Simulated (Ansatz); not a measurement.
# Ligand exchange: GeH3Br + KNH2 → GeH3(NH2) + KBr

Species: GeH3Br `[GeH3][Br]`, singlet; KNH2 `[NH2][K]`, singlet; GeH3(NH2), singlet; KBr, singlet. The partners trade Br for NH2: Ge–Br and K–NH2 bonds give way to Ge–NH2 and K–Br.

Shapes, held fixed at every level: PBE0-D4/def2-TZVP. Programs: Ansatz 0.2.0. The zero-point and thermal change to 298 K, harmonic and unscaled (PBE0-D4/def2-TZVP), is +7.7 kJ/mol.

```json
{"level": "HF/def2-TZVPP", "kind": "Hartree–Fock", "ΔH(298 K) (kJ/mol)": "-207.9", "less CCSD(T)/def2-TZVPP": "-31.8"}
{"level": "SPW92/def2-TZVPP", "kind": "LDA", "ΔH(298 K) (kJ/mol)": "-162.0", "less CCSD(T)/def2-TZVPP": "+14.1"}
{"level": "B3LYP-D4/def2-TZVPP", "kind": "global hybrid", "ΔH(298 K) (kJ/mol)": "-168.8", "less CCSD(T)/def2-TZVPP": "+7.3"}
{"level": "B2PLYP/def2-TZVPP", "kind": "double hybrid", "ΔH(298 K) (kJ/mol)": "-172.7", "less CCSD(T)/def2-TZVPP": "+3.4"}
{"level": "MP2/def2-TZVPP", "kind": "perturbation theory", "ΔH(298 K) (kJ/mol)": "-174.1", "less CCSD(T)/def2-TZVPP": "+2.0"}
{"level": "CCSD/def2-SVP", "kind": "coupled cluster or CI", "ΔH(298 K) (kJ/mol)": "-199.2", "less CCSD(T)/def2-TZVPP": "-23.1"}
{"level": "CCSD(T)/def2-TZVPP", "kind": "coupled cluster or CI", "ΔH(298 K) (kJ/mol)": "-176.1", "less CCSD(T)/def2-TZVPP": "0.0"}
```

The highest level, CCSD(T)/def2-TZVPP, gives ΔH(298 K) = -176.1 kJ/mol; the levels span -207.9 to -162.0. The column of differences is taken from that level and isn't an error. No measured value is set beside it here. Relativity is left out for Br, Ge unless named. Correlated rows may include outer-core shells of Br, Ge, K, which these sets cover unevenly.

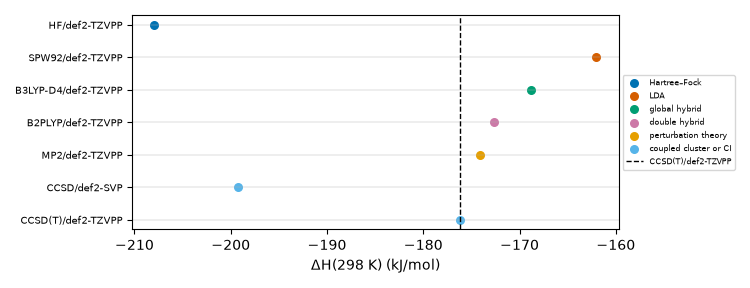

The values of the table, level by level.
